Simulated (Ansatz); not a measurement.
Ir2Rh3

Input

```
crystal:
  lattice:
    - [2.7347286, 0.0, 0.0]
    - [-1.3673643, 2.3683445, 0.0]
    - [0.0, 0.0, 22.0352947]
  atoms:
    - { symbol: Ir, position: [0.0, 0.0, 0.0] }
    - { symbol: Ir, position: [0.3333333, 0.6666667, 0.299544] }
    - { symbol: Ir, position: [0.3333333, 0.6666667, 0.5] }
    - { symbol: Ir, position: [0.3333333, 0.6666667, 0.700456] }
    - { symbol: Rh, position: [0.0, 0.0, 0.799837] }
    - { symbol: Rh, position: [0.0, 0.0, 0.200163] }
    - { symbol: Rh, position: [0.0, 0.0, 0.399867] }
    - { symbol: Rh, position: [0.0, 0.0, 0.600133] }
    - { symbol: Rh, position: [0.3333333, 0.6666667, 0.900498] }
    - { symbol: Rh, position: [0.3333333, 0.6666667, 0.099502] }
basis:
  ecutwfc: 420
kpoints:
  mp_grid: { grid: [18, 18, 2] }
hamiltonian:
  xc: pbe
scf:
  occupations: { method: gaussian, width: 0.1 }
output:
  forces: true
  stress: true
  eigenvalues: true
  write_density: true
  write_potential: true
  elf: true
  volumetric_format: npy
relax:
  adjacent_minimum: "off"
  f_tol: 0.01
  max_steps: 80
  cell: { stress_tol: 0.05 }
```

Run with:

```sh
ansatz run input.yaml --threads 4 --pin off --max-ram 8192MiB --backend cpu --events-out ev --progress --plain --runs-dir out
```

Below, planes, directions and counts refer to the conventional cell (a = 2.73 Å, b = 2.73 Å, c = 22.04 Å, α = 90.00°, β = 90.00°, γ = 120.00°).

Space group P-6m2; a structure generated by program, which may or may not match a known phase; computed without spin polarisation.

Theory: DFT PBE, scalar-relativistic, plane waves, PAW in Ansatz.

Q: Predict the valence pseudo-density and electron localisation function between the atoms.

A: Rh–Rh (2.73 Å): the density is about 0.34 e/Å³ at the midpoint; the ELF is about 0.25 at the midpoint (no shared electron pair shows on this line).
Ir–Ir (2.73 Å): ρ is about 0.43 e/Å³ halfway; the ELF is about 0.35 at the midpoint: no shared electron pair shows on this line.

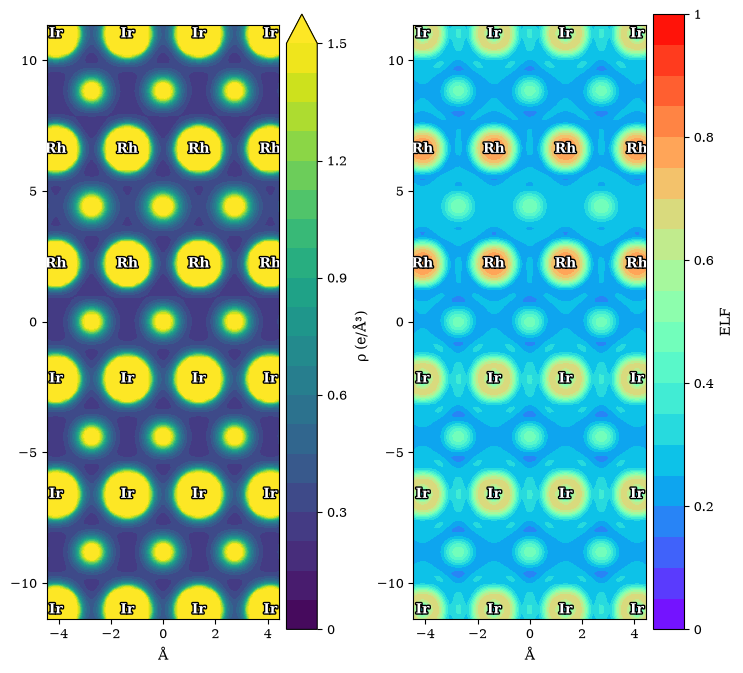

Computed valence pseudo-density and electron localisation function on the (010) plane of the conventional cell, in this order. Atoms just off the plane (Ir, 0.8 Å away and Rh, 0.8 Å away) can leave unmarked features too.

The density is the valence pseudo-density of a PAW calculation; it isn't the true density close to the nuclei.
